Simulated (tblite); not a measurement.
# C6H11BOSi: the cost of one run

Computed with tblite 0.8.0 and PySCF 2.14.0, with density-fitted response routines of our own, on a single molecule in the gas phase. Atoms count from 0, in the outputs and in this text.

## Step 1: Starting geometry

20 atoms, charge 0, multiplicity 1; geometry from: force field or distance geometry start.

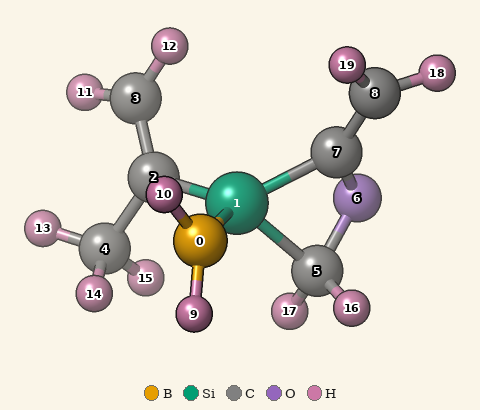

The starting geometry (boron amber, silicon teal, carbon grey, oxygen purple, hydrogen pink), atoms numbered; sticks join atoms by distance.

## Step 2: Geometry optimisation with GFN2-xTB

Job settings and geometry (Å):

```
{"job": {"kind": "relax", "xc": "GFN2-xTB", "basis": "xTB"}, "charge": 0, "multiplicity": 1}
B     -0.260900    -1.541500    -1.747900
Si    -0.289300    -0.290900    -0.290700
C      1.326900     0.451400     0.161100
C      1.626900     1.728600    -0.112500
C      2.332000    -0.419000     0.860100
C     -1.160400    -0.888300     1.252900
O     -1.698300     0.392100     1.396000
C     -1.794300     0.619000     0.042700
C     -2.670900     1.252500    -0.753700
H     -0.177600    -2.724100    -1.567600
H      0.000400    -1.171300    -2.844900
H      2.621600     2.037200     0.216700
H      0.933900     2.388300    -0.588200
H      3.363900    -0.049000     0.738900
H      2.269400    -1.404800     0.364900
H      1.989200    -0.520300     1.901800
H     -1.886000    -1.687500     1.001700
H     -0.443500    -1.210700     2.049100
H     -3.527100     1.734600    -0.277100
H     -2.561000     1.314600    -1.806400
```

On the command line:

```console
$ OMP_NUM_THREADS=1 python probes_run.py task.json out
```

One launch serves the whole session: the jobs run in the order shown.

Q: Estimate the wall time of this first job on 1 thread of Intel Xeon at 2.50GHz, shared host.

About 2.8 s.
